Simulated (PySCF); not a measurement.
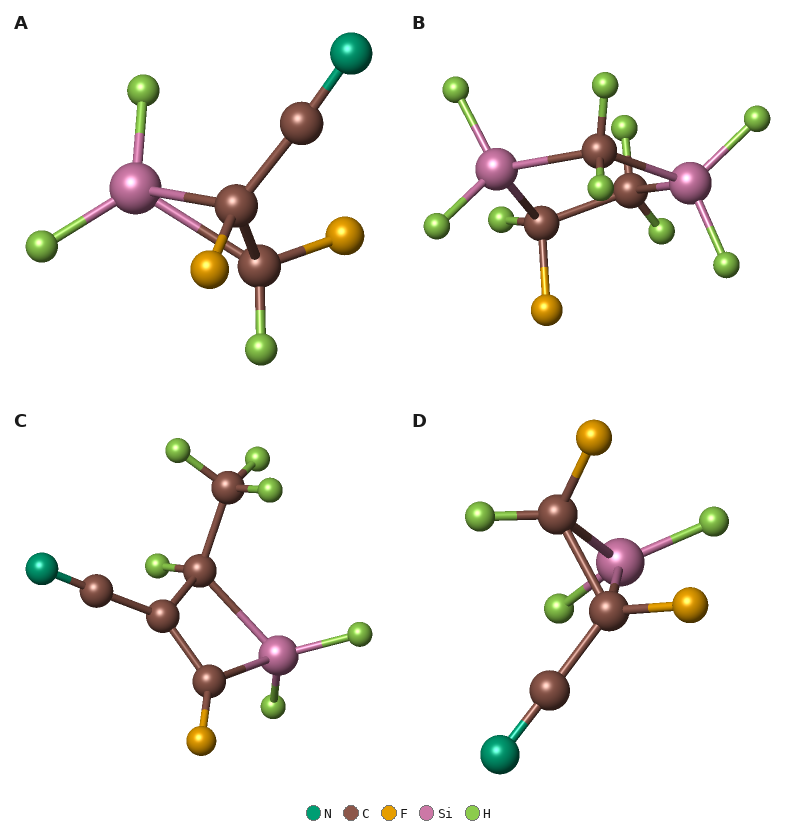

Simulated data, not a measurement (program: PySCF).

Question: Which panel belongs to which SMILES?
(1) N#C[C@@]1(F)[SiH2][C@@H]1F
(2) N#C[C@@]1(F)[SiH2][C@H]1F
(3) F[C@@H]1C[SiH2]C[SiH2]1
(4) C[C@H]1[SiH2]C(F)=C1C#N

Answer: A is (2), B is (3), C is (4), D is (1).
